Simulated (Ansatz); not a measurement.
## Ge (diamond structure), cut as [100] wire, round, centred on channel, 0.92 nm across

Computed with PBE (plane waves to 420 eV, PAW; Ansatz, a quantum-chemistry and plane-wave program).

k-points: Γ-centred 1×1×5 mesh; occupations: Fermi-Dirac, 0.020 eV; spin polarisation not allowed. Spin-orbit coupling is left out.

 The relaxation kept the symmetry of its start, so a lower minimum of less symmetry isn't excluded. The period along the axis is held at the bulk value.

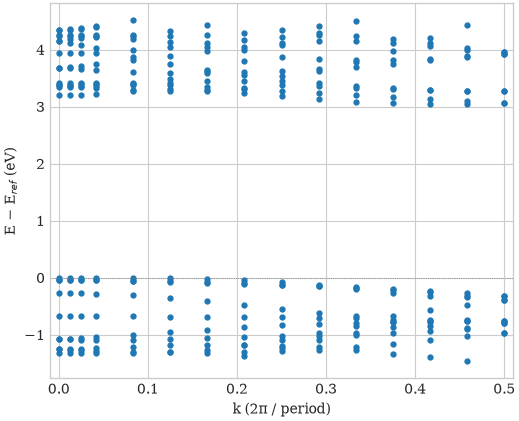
*Levels along the axis at 15 k-points, drawn as points, zero at the top of the valence band*

Electronic character: not metallic; Kohn-Sham band gap: 3.04 eV. Only levels within the plotted window are shown.
